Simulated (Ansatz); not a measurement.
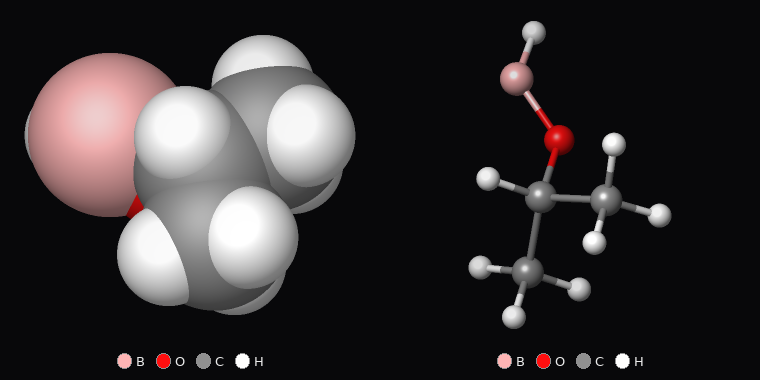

Both panels show the same species.

The species is neutral and a spin doublet. The geometry was computed by an optimisation with PBE0-D4/def2-TZVP.

> What is the molecular formula?

C₃H₈BO, 13 atoms: 3 carbon, 8 hydrogen, 1 boron and 1 oxygen.

> Name functional groups in it.

Among them: B–H bond.

The parts below concern this one geometry. Atoms keep their numbers from picture to picture.

## Shape

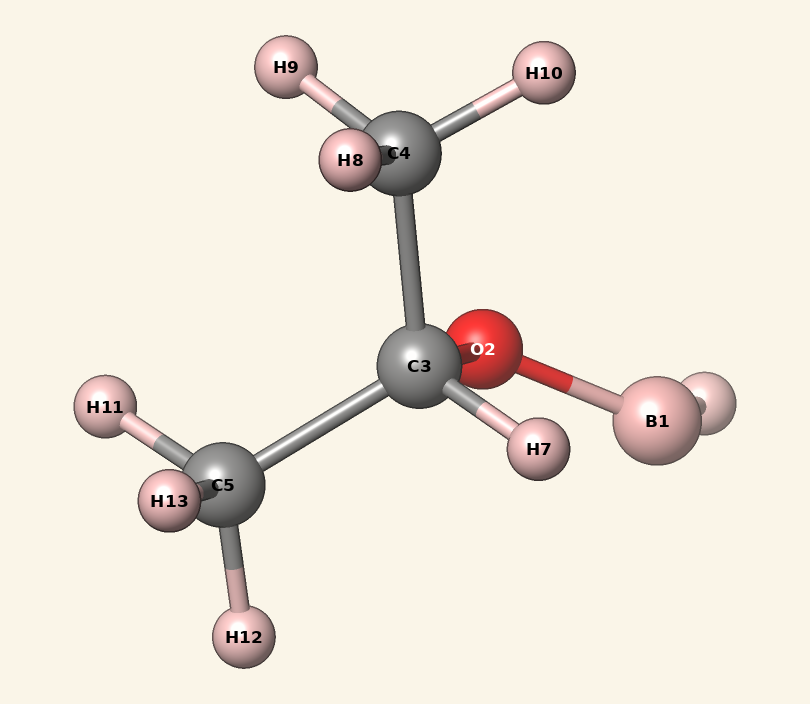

O2 lies behind C3. The molecule seen a little off the C3–O2 bond, C3 in front. Depth is shown by fading: the farther an atom, the more it takes the colour of the background.

> What is the torsion angle C4–C3–O2–B1? The sign is positive where the front bond must turn clockwise to cover the back bond.

117°, anticlinal.

## Levels of theory compared

Program: Ansatz 0.2.0.

Compare HOMO energy (eV) at these levels: B3LYP-D4/def2-TZVPP; BLYP-D4/def2-TZVPP; PBE0-D4/def2-QZVPP; PBE0-D4/def2-TZVPP; SPW92 (LDA)/def2-TZVPP; r2SCAN-D4/def2-TZVPP; r2SCAN0-D4/def2-TZVPP; r2SCANh-D4/def2-TZVPP; ωB97M-V/def2-QZVPP; ωB97M-V/def2-SVP.

```tsv
level	HOMO energy (eV)
B3LYP-D4/def2-TZVPP	−5.05
BLYP-D4/def2-TZVPP	−3.90
PBE0-D4/def2-QZVPP	−5.33
PBE0-D4/def2-TZVPP	−5.32
SPW92 (LDA)/def2-TZVPP	−4.04
r2SCAN-D4/def2-TZVPP	−4.42
r2SCAN0-D4/def2-TZVPP	−5.59
r2SCANh-D4/def2-TZVPP	−4.88
ωB97M-V/def2-QZVPP	−7.22
ωB97M-V/def2-SVP	−7.09
```

## Charges

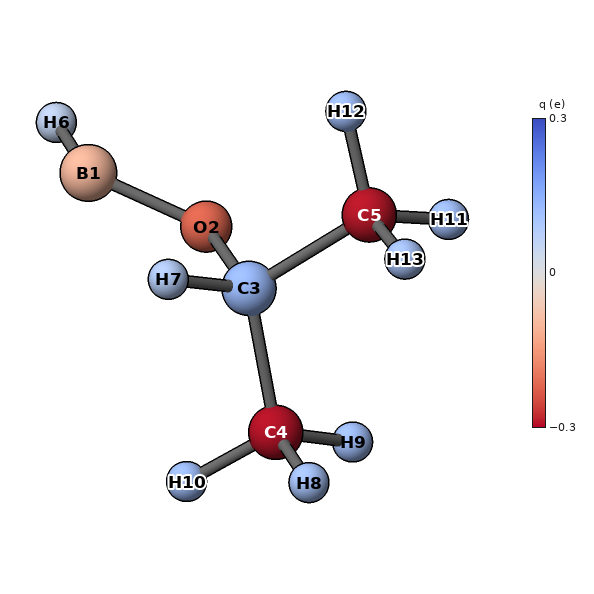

Atoms are coloured by their Mulliken charges. Level of theory: UKS ωB97M-V/def2-TZVPP (Ansatz 0.2.0).

> Which atom carries the highest charge (most positive or least negative)?

C3 (0.12 e).

> And the lowest?

C4, C5 (−0.29 e).

Give the Mulliken charges atom by atom.

```
atom  value (e)
  B1      −0.10
  O2      −0.21
  C3       0.12
  C4      −0.29
  C5      −0.29
  H6       0.05
  H7       0.08
  H8       0.10
  H9       0.11
 H10       0.11
 H11       0.11
 H12       0.11
 H13       0.10
```

## Dipole moment

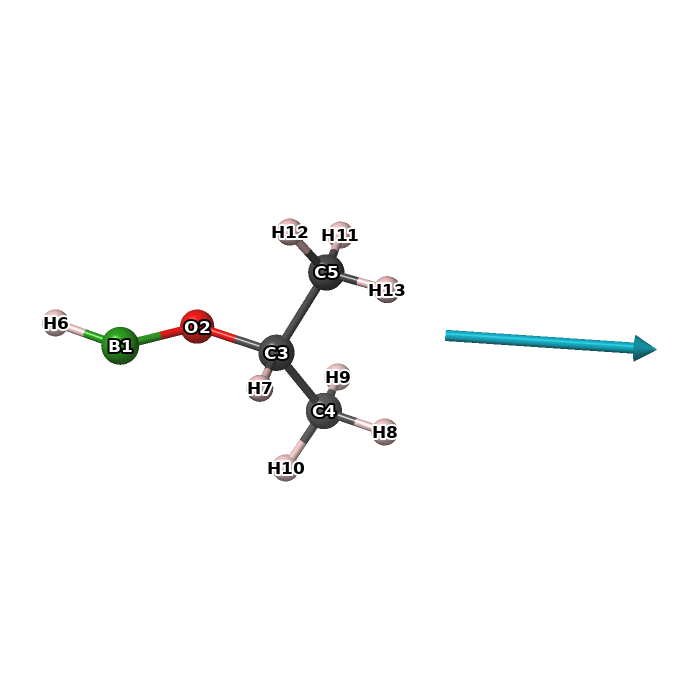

The arrow beside the molecule shows the direction of the dipole moment, from the negative to the positive end (its length means nothing). Method: UKS B3LYP-D4/def2-TZVPP (Ansatz 0.2.0).

> Estimate the dipole moment.

2.00 D; it points from the side of H6 to the side of H8, H13 (the outermost atoms at the two ends).

Mulliken values depend strongly on the basis set and can even reverse the polarity of a bond.
